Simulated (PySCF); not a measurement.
BrH, SMILES `Br`.

PySCF calculation, B3LYP/def2-SVP, gas phase; geometry: GFN2-xTB. No frequency check shows the geometry to be a minimum. GFN2-xTB bond lengths at metals and heavier atoms can be off by up to 0.1 Å and shapes distorted, which carries into these values. Without diffuse functions Rydberg states are missing, so the states' numbers hold for this basis only.

Geometry (Å), atoms numbered from 1:

```
Br1      0.0389    0.0000    0.0000
H2      -1.3627    0.0000    0.0000
```

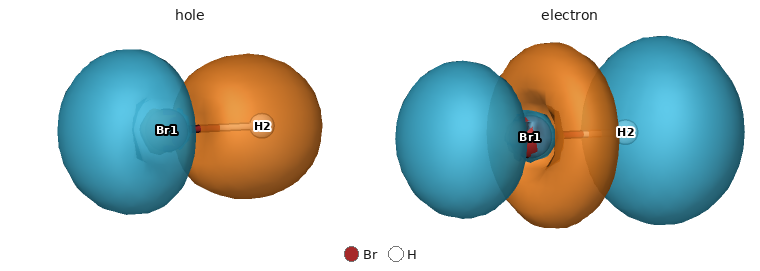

Leading natural transition orbital pair of T₃ (TDA triplet states); the surfaces enclose about 78 % of each orbital's density.

> Where does the state lie, and where do hole and electron sit?

9.18 eV (135 nm), spin-forbidden from the singlet ground state, partly diffuse acceptor orbital, which a basis without diffuse functions describes poorly; the leading pair carries 100 %; hole on Br1 (72 %) and H2 (28 %), electron on Br1 (54 %) and H2 (46 %) (atom shares of so diffuse an orbital are rough); their centroids lie 0.5 Å apart. In canonical orbitals it is mainly HOMO−2 → LUMO (98 %). The HOMO–LUMO gap is 8.21 eV.
